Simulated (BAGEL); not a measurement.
# One shape, several levels: CH3BClFO (SMILES OC(F)BCl)

Aim: a comparison of 4 runs (B3LYP/6-31G*, B3LYP/def2-SVP, PBE0/def2-SVP, RI-MP2/def2-SVP) of CH3BClFO. 

The results are computed with BAGEL 1.2.2.

## 1. Starting point

The species is CH3BClFO (8 atoms), typed as a singlet with charge 0. SMILES: `OC(F)BCl`. The coordinates come from a PBE0-D4/def2-TZVP relaxation.

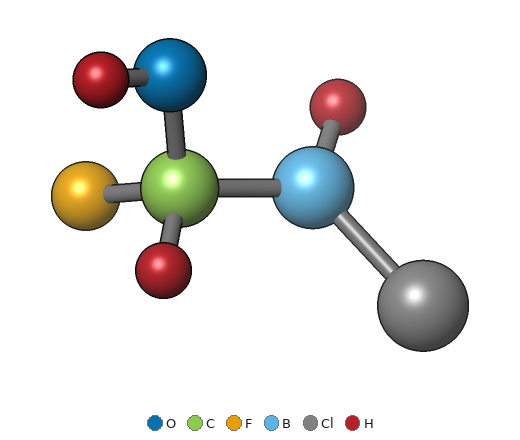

Viewed from a chosen angle; oxygen blue, carbon green, fluorine amber, boron blue, chlorine grey, hydrogen red.

## 2. The energy at B3LYP/6-31G(d) (density fitting with qzvpp-jkfit, spherical functions) (run 1)

dft.json

```json
{ "bagel" : [

{
  "title" : "molecule",
  "basis" : "6-31gs.json",
  "df_basis" : "qzvpp-jkfit",
  "angstrom" : "true",
  "geometry" : [
    { "atom" : "O", "xyz" : [   -0.045500,    0.346900,    1.395700 ] },
    { "atom" : "C", "xyz" : [    0.458900,    0.058800,    0.147300 ] },
    { "atom" : "F", "xyz" : [    1.315100,   -1.045400,    0.209200 ] },
    { "atom" : "B", "xyz" : [   -0.767200,   -0.356700,   -0.774700 ] },
    { "atom" : "Cl", "xyz" : [   -1.105700,    0.541100,   -2.217200 ] },
    { "atom" : "H", "xyz" : [    0.620500,    0.802400,    1.920200 ] },
    { "atom" : "H", "xyz" : [    1.073200,    0.877500,   -0.246600 ] },
    { "atom" : "H", "xyz" : [   -1.457200,   -1.281600,   -0.489900 ] }
  ]
},
{ "title" : "ks", "xc_func" : "b3lyp" },
{ "title" : "print", "file" : "orbitals.molden", "orbitals" : "true" }

]}
```

The basis set 6-31G* is read from a file made from the Basis Set Exchange's data (not shown).

Started as:

```console
$ BAGEL_NUM_THREADS=1 BAGEL dft.json > dft.out
```

What it wrote:

```text
* using 1 threads per process

  ===============================================================
  ===============================================================

  *** Geometry ***

  { "atom" : "O", "xyz" : [     -0.085983,      0.655546,      2.637491 ] },
  { "atom" : "C", "xyz" : [      0.867195,      0.111116,      0.278357 ] },
  { "atom" : "F", "xyz" : [      2.485179,     -1.975520,      0.395331 ] },
  { "atom" : "B", "xyz" : [     -1.449798,     -0.674065,     -1.463971 ] },
  { "atom" : "Cl", "xyz" : [     -2.089470,      1.022531,     -4.189901 ] },
  { "atom" : "H", "xyz" : [      1.172575,      1.516316,      3.628652 ] },
  { "atom" : "H", "xyz" : [      2.028054,      1.658235,     -0.466006 ] },
  { "atom" : "H", "xyz" : [     -2.753709,     -2.421873,     -0.925777 ] },

  Number of auxiliary basis functions:      486

  Since a DF basis is specified, we compute 2- and 3-index integrals:
    o Being stored without compression. Storage requirement is 0.025 GB

  Number of basis functions:       80
  Number of electrons      :       48

    * METHOD: MOLECULE                             0.23

  *** Kohn-Sham DFT ***

    * Removing 15334 points whose weight is below 1.00e-10
    * Grid points: 103914

  === Nuclear Repulsion ===
   202.5817195551

       - DIIS with orbital gradients will be used.

  === KS iteration (b3lyp / 6-31gs.json) ===
      0       -673.53820822          0.13168464           0.36
      1       -649.75869674          0.14974563           0.33
      2       -637.24063275          0.17466614           0.33
      3       -693.98135281          0.07108938           0.34
      4       -690.25094891          0.10041657           0.34
      5       -699.82964340          0.01953075           0.33
      6       -699.90319503          0.01462288           0.34
      7       -699.98763151          0.00744862           0.34
      8       -700.01735792          0.00492029           0.34
      9       -700.02563448          0.00231200           0.33
     10       -700.02795188          0.00039265           0.33
     11       -700.02801678          0.00011102           0.33
     12       -700.02802034          0.00005518           0.33
     13       -700.02802197          0.00001054           0.34
     14       -700.02802204          0.00000588           0.33
     15       -700.02802205          0.00000201           0.33
     16       -700.02802205          0.00000075           0.33
     17       -700.02802205          0.00000023           0.34
     18       -700.02802205          0.00000013           0.33
     19       -700.02802205          0.00000002           0.33
     20       -700.02802205          0.00000002           0.33
     21       -700.02802205          0.00000000           0.34
    * SCF iteration converged.

    * Permanent dipole moment:
           (   -0.295040,    -0.593834,    -0.252883) a.u.

    * METHOD: KS                                   7.84

    * METHOD: PRINT                                0.01

  ===============================================================
```

Wall time 8.4 s (1 thread of Arm Neoverse V2, shared host); peak memory 0.41 GiB.

## 3. A single-point energy at B3LYP/def2-SVP (density fitting with qzvpp-jkfit) (run 2)

job.json

```json
{ "bagel": [

{
  "title": "molecule",
  "basis": "svp",
  "df_basis": "qzvpp-jkfit",
  "angstrom": true,
  "geometry": [
    { "atom": "O", "xyz": [   -0.045500,    0.346900,    1.395700 ] },
    { "atom": "C", "xyz": [    0.458900,    0.058800,    0.147300 ] },
    { "atom": "F", "xyz": [    1.315100,   -1.045400,    0.209200 ] },
    { "atom": "B", "xyz": [   -0.767200,   -0.356700,   -0.774700 ] },
    { "atom": "Cl", "xyz": [   -1.105700,    0.541100,   -2.217200 ] },
    { "atom": "H", "xyz": [    0.620500,    0.802400,    1.920200 ] },
    { "atom": "H", "xyz": [    1.073200,    0.877500,   -0.246600 ] },
    { "atom": "H", "xyz": [   -1.457200,   -1.281600,   -0.489900 ] }
  ]
},
{ "title": "ks", "xc_func": "b3lyp" },
{ "title": "print", "file": "orbitals.molden", "orbitals": true }

]}
```

Started as:

```console
$ BAGEL_NUM_THREADS=1 BAGEL job.json > job.out
```

What it wrote:

```text
* using 1 threads per process

  ===============================================================
  ===============================================================

  *** Geometry ***

  { "atom" : "O", "xyz" : [     -0.085983,      0.655546,      2.637491 ] },
  { "atom" : "C", "xyz" : [      0.867195,      0.111116,      0.278357 ] },
  { "atom" : "F", "xyz" : [      2.485179,     -1.975520,      0.395331 ] },
  { "atom" : "B", "xyz" : [     -1.449798,     -0.674065,     -1.463971 ] },
  { "atom" : "Cl", "xyz" : [     -2.089470,      1.022531,     -4.189901 ] },
  { "atom" : "H", "xyz" : [      1.172575,      1.516316,      3.628652 ] },
  { "atom" : "H", "xyz" : [      2.028054,      1.658235,     -0.466006 ] },
  { "atom" : "H", "xyz" : [     -2.753709,     -2.421873,     -0.925777 ] },

  Number of auxiliary basis functions:      486

  Since a DF basis is specified, we compute 2- and 3-index integrals:
    o Being stored without compression. Storage requirement is 0.031 GB

  Number of basis functions:       89
  Number of electrons      :       48

    * METHOD: MOLECULE                             0.22

  *** Kohn-Sham DFT ***

    * Removing 15334 points whose weight is below 1.00e-10
    * Grid points: 103914

  === Nuclear Repulsion ===
   202.5817195551

       - DIIS with orbital gradients will be used.

  === KS iteration (b3lyp / svp) ===
      0       -670.90723909          0.12116225           0.40
      1       -647.86032033          0.14600999           0.39
      2       -637.46255401          0.17690108           0.39
      3       -692.36428648          0.06966880           0.38
      4       -687.41553511          0.09803508           0.39
      5       -699.51187015          0.01827402           0.39
      6       -699.66256032          0.01162000           0.39
      7       -699.68053451          0.00836656           0.39
      8       -699.73315408          0.00188926           0.39
      9       -699.73446303          0.00111657           0.39
     10       -699.73512696          0.00031745           0.39
     11       -699.73517429          0.00009734           0.40
     12       -699.73517906          0.00002758           0.39
     13       -699.73517949          0.00000512           0.39
     14       -699.73517951          0.00000237           0.39
     15       -699.73517951          0.00000052           0.39
     16       -699.73517951          0.00000016           0.39
     17       -699.73517951          0.00000006           0.39
     18       -699.73517951          0.00000003           0.39
     19       -699.73517951          0.00000001           0.40
    * SCF iteration converged.

    * Permanent dipole moment:
           (   -0.224536,    -0.694341,    -0.135091) a.u.

    * METHOD: KS                                   8.29

    * METHOD: PRINT                                0.01

  ===============================================================
```

Run time: 8.7 s. Hardware: 1 thread of Arm Neoverse V2, shared host; peak memory 0.45 GiB.

Run 3 isn't shown in full; the table further down has it.

## 4. A single-point energy at RI-MP2/def2-SVP (density fitting with qzvpp-jkfit) (run 4)

calc.json

```json
{ "bagel": [

{
  "title": "molecule",
  "basis": "svp",
  "df_basis": "qzvpp-jkfit",
  "angstrom": true,
  "geometry": [
    { "atom": "O", "xyz": [      -0.045500,       0.346900,       1.395700 ] },
    { "atom": "C", "xyz": [       0.458900,       0.058800,       0.147300 ] },
    { "atom": "F", "xyz": [       1.315100,      -1.045400,       0.209200 ] },
    { "atom": "B", "xyz": [      -0.767200,      -0.356700,      -0.774700 ] },
    { "atom": "Cl", "xyz": [      -1.105700,       0.541100,      -2.217200 ] },
    { "atom": "H", "xyz": [       0.620500,       0.802400,       1.920200 ] },
    { "atom": "H", "xyz": [       1.073200,       0.877500,      -0.246600 ] },
    { "atom": "H", "xyz": [      -1.457200,      -1.281600,      -0.489900 ] }
  ]
},

{
  "title": "hf"
},

{
  "title": "mp2",
  "ncore": 9
}

]}
```

Started as:

```console
$ BAGEL_NUM_THREADS=1 BAGEL calc.json > calc.out
```

What it wrote:

```text
* using 1 threads per process

  ===============================================================
  ===============================================================

  *** Geometry ***

  { "atom" : "O", "xyz" : [     -0.085983,      0.655546,      2.637491 ] },
  { "atom" : "C", "xyz" : [      0.867195,      0.111116,      0.278357 ] },
  { "atom" : "F", "xyz" : [      2.485179,     -1.975520,      0.395331 ] },
  { "atom" : "B", "xyz" : [     -1.449798,     -0.674065,     -1.463971 ] },
  { "atom" : "Cl", "xyz" : [     -2.089470,      1.022531,     -4.189901 ] },
  { "atom" : "H", "xyz" : [      1.172575,      1.516316,      3.628652 ] },
  { "atom" : "H", "xyz" : [      2.028054,      1.658235,     -0.466006 ] },
  { "atom" : "H", "xyz" : [     -2.753709,     -2.421873,     -0.925777 ] },

  Number of auxiliary basis functions:      486

  Since a DF basis is specified, we compute 2- and 3-index integrals:
    o Being stored without compression. Storage requirement is 0.031 GB

  Number of basis functions:       89
  Number of electrons      :       48

    * METHOD: MOLECULE                             0.22

  *** RHF ***

  === Nuclear Repulsion ===
   202.5817195551

      * DIIS with orbital gradients will be used.

  === RHF iteration (svp) ===
      0       -697.62052724          0.01591364           0.08
      1       -697.74521504          0.00947376           0.08
      2       -697.79099264          0.00132931           0.08
      3       -697.79261153          0.00027096           0.08
      4       -697.79267216          0.00008504           0.08
      5       -697.79268094          0.00003011           0.08
      6       -697.79268197          0.00001169           0.08
      7       -697.79268210          0.00000297           0.08
      8       -697.79268211          0.00000124           0.08
      9       -697.79268211          0.00000044           0.08
     10       -697.79268211          0.00000014           0.08
     11       -697.79268211          0.00000006           0.08
     12       -697.79268211          0.00000003           0.08
     13       -697.79268211          0.00000001           0.08
     14       -697.79268211          0.00000001           0.08
    * SCF iteration converged.

    * Permanent dipole moment:
           (   -0.217262,    -0.722397,    -0.155611) a.u.

    * METHOD: HF                                   1.43

  *** RHF ***

  === Nuclear Repulsion ===
   202.5817195551

      * DIIS with orbital gradients will be used.

  === RHF iteration (svp) ===
      0       -697.79268211          0.00000000           0.08
    * SCF iteration converged.

    * Permanent dipole moment:
           (   -0.217262,    -0.722397,    -0.155611) a.u.

  === DF-MP2 calculation ===

    * freezing 9 orbitals
    * 3-index integral transformation done
    * assembly done

      MP2 correlation energy:   -0.7151518977      0.06

      MP2 total energy:       -698.5078340068

    * METHOD: MP2                                  0.24

  ===============================================================
```

Wall time 2 s (1 thread of Arm Neoverse V2, shared host); peak memory 0.13 GiB.

## 5. Overview of the runs

```tsv
run	level	frozen core orbitals	energy (Eh)	dipole moment (D)	HOMO energy (eV)	LUMO energy (eV)	wall time
1	B3LYP/6-31G* (density fitting with qzvpp-jkfit, spherical functions)	–	-700.028022	1.80	-8.14	-1.74	8.4 s
2	B3LYP/def2-SVP (density fitting with qzvpp-jkfit)	–	-699.735180	1.89	-8.17	-1.78	8.7 s
3	PBE0/def2-SVP (density fitting with qzvpp-jkfit)	–	-699.312706	1.90	-8.46	-1.64	8.7 s
4	RI-MP2/def2-SVP (density fitting with qzvpp-jkfit)	9	-698.507834	–	–	–	2 s
```

## 6. Summary of results

| quantity | value |
| --- | --- |
| run 4: total energy | -698.50783 Eh |
| run 4: correlation energy (9 core orbitals frozen) | -715.2 mEh |

**Reading.** Among the runs that give it from their own density at one geometry, the dipole moment runs from 1.80 D (B3LYP/6-31G*) to 1.90 D (PBE0/def2-SVP). Basis or surroundings differ between these two runs. Among the runs that give it from their own density at one geometry, the HOMO–LUMO gap runs from 6.39 eV (B3LYP/def2-SVP) to 6.82 eV (PBE0/def2-SVP). Totals of different functionals can't be ranked against each other. All runs together took 28 s, the longest 8.7 s.
